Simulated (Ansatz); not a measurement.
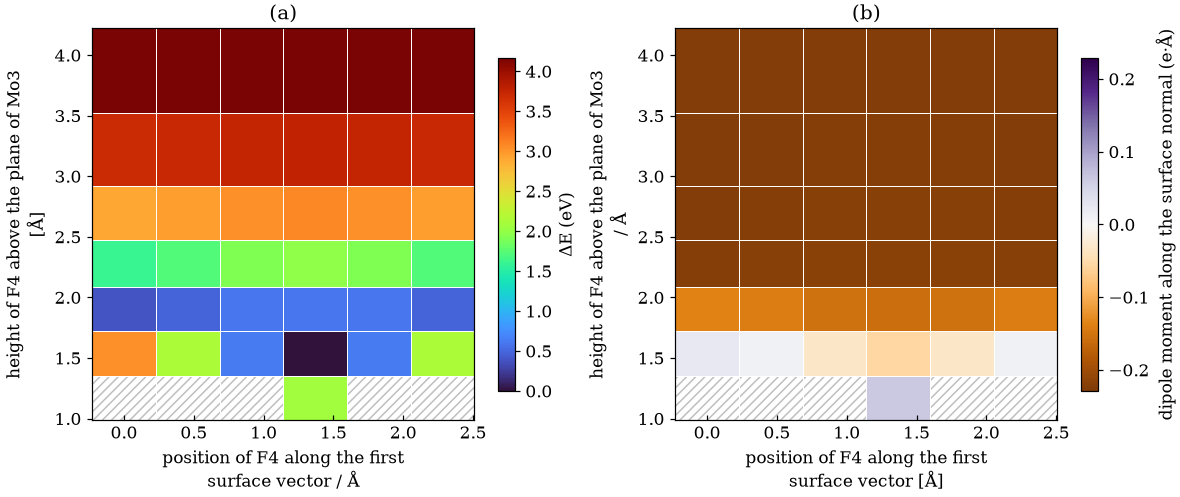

F on a Mo(110) slab cut from the Im-3m phase, its upper half relaxed before the scan (3 atoms of substrate and one adsorbate in a 1 × 1 cell). F is moved along a line over the surface and along the normal, above a rigid substrate. First axis: position of F4 along the first surface vector, from above Mo3. Second axis: height of F4 above the plane of Mo3. The scan uses a 6 × 7 grid. At 5 points there is no value (left out of the scan, as a rule where atoms come close). Points are written as (first, second). Energies: eV, counted from the lowest grid point. These are results of Ansatz, DFT PBE, scalar-relativistic, plane waves, PAW, not measurements. Settings: cutoff 420 eV, k-mesh 10×10×1, gaussian smearing 0.1 eV, spin-polarised.

Panel (a) is the energy and panel (b) the computed dipole moment along the surface normal on the same grid.

In the figure: one coloured cell a grid point, hatched blanks where no value was computed.

**How does the dipole moment along the surface normal vary over the map, and what is it at the lowest grid point?**

Leaving out the highest fifth of the energies, it runs from −0.22 e·Å at (0.00 Å, 2.67 Å) [nearest 1 Mo at 2.67 Å] to 0.06 e·Å at (1.37 Å, 1.17 Å) [nearest 2 Mo at 1.80 Å]. At the lowest grid point, (1.37 Å, 1.54 Å) [nearest 2 Mo at 2.06 Å], it is −0.06 e·Å.
